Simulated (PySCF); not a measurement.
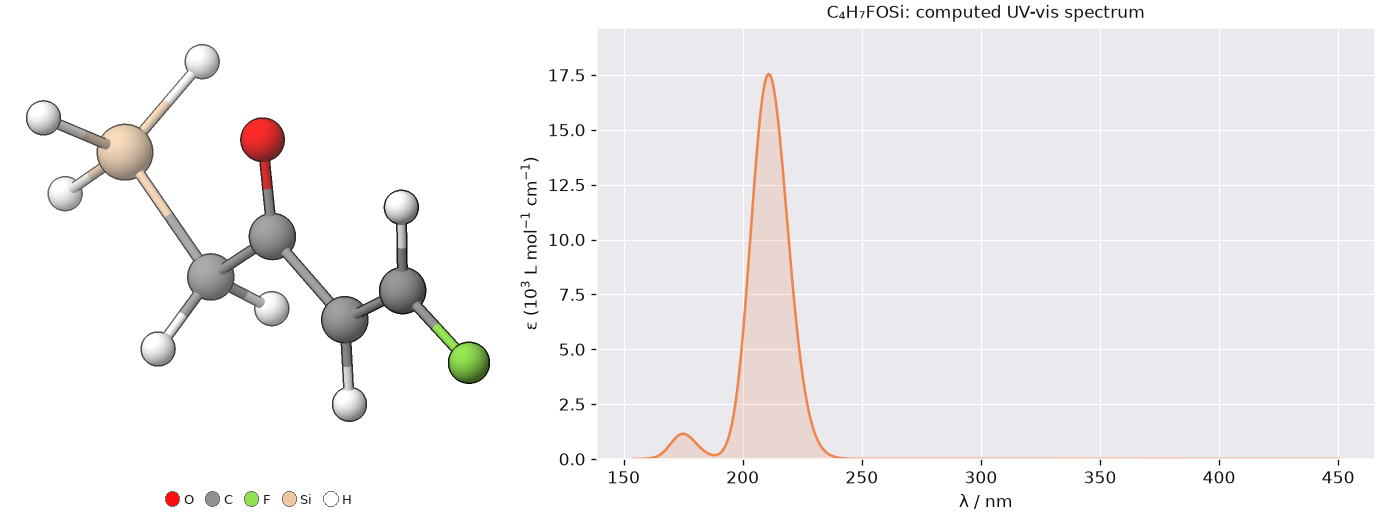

Computed absorption of C₄H₇FOSi, SMILES O=C(/C=C/F)C[SiH3]. Vertical TDDFT excitations, PBE0/def2-SVPD with PySCF, at a GFN2-xTB geometry (no frequency check), gas phase. The lowest 8 singlet states are shown; each is broadened by a Gaussian of 1/e half-width 0.30 eV.

### Where is the lowest singlet, and is it bright?

S1 lies at 3.95 eV (314 nm) with f = 0.000, mainly HOMO → LUMO (97 %); it is dark or nearly so.

### List the transitions behind the spectrum.

| state | E (eV) | λ (nm) | f | main character |
| --- | --- | --- | --- | --- |
| S1 | 3.95 | 314 | 0.000 | HOMO → LUMO (97 %) |
| S2 | 5.88 | 211 | 0.325 | HOMO−1 → LUMO (96 %) |
| S3 | 5.99 | 207 | 0.000 | HOMO−2 → LUMO (95 %) |
| S4 | 6.68 | 186 | 0.000 | HOMO−3 → LUMO (95 %) |
| S5 | 6.82 | 182 | 0.001 | HOMO−4 → LUMO (99 %) |
| S6 | 7.09 | 175 | 0.020 | HOMO → LUMO+1 (98 %) |
| S7 | 7.14 | 174 | 0.000 | HOMO → LUMO+3 (94 %) |
| S8 | 7.56 | 164 | 0.000 | HOMO−6 → LUMO (96 %) |

Note: the tight-binding geometry is rougher than a DFT one and adds to the error; one conformer of a flexible molecule; core orbitals are frozen in the response.
